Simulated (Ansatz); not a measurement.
| atom | x (Å) | y (Å) | z (Å) |
| --- | --- | --- | --- |
| C | -0.4714 | -0.0271 | 0.5445 |
| F | -0.6921 | -2.0086 | -2.9512 |
| F | -2.3995 | -0.2556 | -1.9341 |
| N | -0.1061 | -0.7547 | -0.6586 |
| Si | -0.8384 | -0.5960 | -2.1816 |
| H | 0.2962 | 0.7046 | 0.8568 |
| H | -1.4074 | 0.5237 | 0.3689 |
| H | -0.6558 | -0.7101 | 1.3918 |
| H | 0.6960 | -1.3698 | -0.5605 |
| H | -0.3417 | 0.4341 | -3.1183 |

Geometry: r2SCAN-D4/def2-SVP.

These are results of isolated molecule in a Gaussian basis; Kohn-Sham density functional theory, functional PBE0 (Ansatz), not measurements.

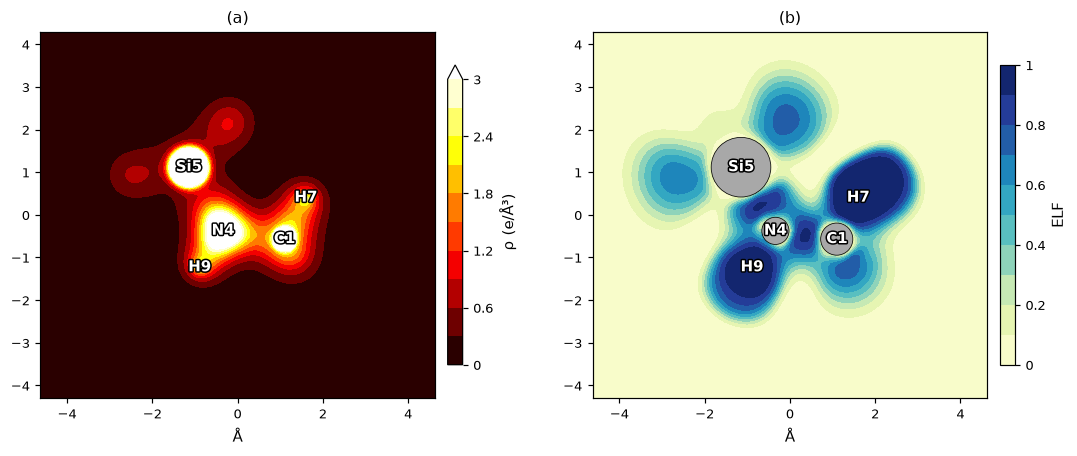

CH5F2NSi (SMILES CN[SiH](F)F). (a) electron density; (b) electron localisation function on the plane of atoms Si5, N4 and H9. Grey discs cover the atomic cores in the ELF map.

Interpret the plot.

Answer.
- Atoms in the plane: C, N, Si and H.
- C–N (1.45 Å): the density is about 1.9 e/Å³ at the midpoint; the ELF peaks at about 0.90 between the atoms (localised, covalent bonding).
- Si–N (1.70 Å): the density is about 1.2 e/Å³ at the midpoint; the ELF peaks at about 0.90 between the atoms (a shared but strongly polarised pair).
- N–H (1.02 Å): ρ is about 2.8 e/Å³ halfway; the ELF climbs to about 1 towards the hydrogen, as it does in any bond to H; an ordinary covalent bond to hydrogen.
- C–H (1.10 Å): ρ at the midpoint is about 2 e/Å³; the ELF climbs to about 1 towards the hydrogen: a covalent bond by its length.
